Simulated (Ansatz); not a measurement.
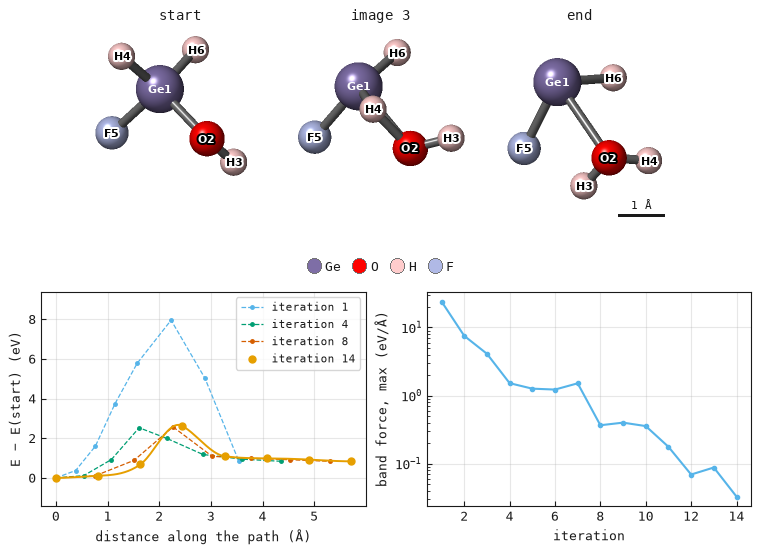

A nudged-elastic-band calculation for GeH3OF. Images are numbered from 0 (start) to 7 (end). The plot follows the band through its iterations. Style: ball-and-stick. Shown from a free direction.

Level of theory: RKS PBE0/def2-SVP in Ansatz.

The input:
```yaml
crystal:
  periodic: [false, false, false]
  atoms:
    - { symbol: Ge, position_ang: [0.361843, -0.071887, 0.060384] }
    - { symbol: O, position_ang: [0.649175, -0.089971, 1.798221] }
    - { symbol: H, position_ang: [-0.153164, -0.18652, 2.322473] }
    - { symbol: H, position_ang: [1.733896, 0.087763, -0.590571] }
    - { symbol: F, position_ang: [-0.582187, 1.344467, -0.306457] }
    - { symbol: H, position_ang: [-0.497663, -1.259151, -0.400849] }
basis:
  gaussian: { orbitals: def2-SVP }
hamiltonian:
  xc: pbe0
neb:
  order_check: false
  images: 6
  f_tol: 0.05
  max_iterations: 60
  climbing: false
  final_atoms:
    - { symbol: Ge, position_ang: [0.14101638, 0.55889473, -0.75778777] }
    - { symbol: O, position_ang: [1.15290917, 0.03999249, 1.16159454] }
    - { symbol: H, position_ang: [0.33418015, 0.30328339, 1.62497174] }
    - { symbol: H, position_ang: [1.19093392, -0.92126179, 1.25676111] }
    - { symbol: F, position_ang: [-1.1467562, 0.87093375, 0.47439708] }
    - { symbol: H, position_ang: [-0.16038342, -1.02714157, -0.87673571] }
  initial_path:
    images:
      - { positions_ang: [[0.361843, -0.071887, 0.060384], [0.649175, -0.089971, 1.798221], [-0.153164, -0.18652, 2.322473], [1.733896, 0.087763, -0.590571], [-0.582187, 1.344467, -0.306457], [-0.497663, -1.259151, -0.400849]] }
      - { positions_ang: [[0.2588261, -0.05110944, 0.04295443], [0.78192921, -0.06488385, 1.74875999], [-0.05136305, -0.2142011, 2.21877461], [1.72692267, 0.0624426, -0.31330234], [-0.64087787, 1.3526326, -0.37895721], [-0.56353705, -1.26017982, -0.43502849]] }
      - { positions_ang: [[0.1558092, -0.03033188, 0.02552486], [0.91468341, -0.0397967, 1.69929898], [0.0504379, -0.24188219, 2.11507623], [1.71994934, 0.03712221, -0.03603368], [-0.69956874, 1.3607982, -0.45145742], [-0.62941111, -1.26120864, -0.46920797]] }
      - { positions_ang: [[0.0527923, -0.00955432, 0.00809529], [1.04743762, -0.01470955, 1.64983796], [0.15223885, -0.26956329, 2.01137784], [1.71297601, 0.01180181, 0.24123498], [-0.75825961, 1.3689638, -0.52395763], [-0.69528516, -1.26223746, -0.50338746]] }
      - { positions_ang: [[0.02124564, 0.08055735, -0.10878639], [1.11939964, 0.00385666, 1.55889133], [0.22185944, -0.19959137, 1.91173481], [1.63541, -0.13234459, 0.50513957], [-0.83891236, 1.3013162, -0.41240704], [-0.64710236, -1.22909325, -0.57137127]] }
      - { positions_ang: [[0.06116922, 0.24000315, -0.32512018], [1.13056948, 0.01590194, 1.42645907], [0.25929967, -0.03196645, 1.81614712], [1.48725131, -0.39531699, 0.75568008], [-0.94152697, 1.15785538, -0.11680567], [-0.48486271, -1.16177602, -0.67315942]] }
      - { positions_ang: [[0.1010928, 0.39944894, -0.54145397], [1.14173932, 0.02794721, 1.29402681], [0.29673991, 0.13565847, 1.72055943], [1.33909262, -0.65828939, 1.0062206], [-1.04414158, 1.01439457, 0.17879571], [-0.32262306, -1.0944588, -0.77494756]] }
      - { positions_ang: [[0.14101638, 0.55889473, -0.75778777], [1.15290917, 0.03999249, 1.16159454], [0.33418015, 0.30328339, 1.62497174], [1.19093392, -0.92126179, 1.25676111], [-1.1467562, 0.87093375, 0.47439708], [-0.16038342, -1.02714157, -0.87673571]] }
```

Run as
```bash
ansatz run input.yaml --threads 1 --pin off --max-ram 2048MiB --backend cpu --events-out ev --progress --plain --runs-dir out
```

Judge this run.

The run is converged, with reservations. The band converged in 14 iterations. The largest component of the band force went from 24 to 0.033 eV/Å. No image climbed, so the highest image needn't lie on the saddle point, and the true maximum along this path can be higher. The first iteration put the highest image at 7.95 eV. The energy climbs by 2.62 eV to image 3 and then falls by 1.78 eV, so the end point sits at +0.84 eV.

Cost: 3.4 min on 1 thread of Arm Neoverse V1, on a shared host, peak memory 0.15 GiB.
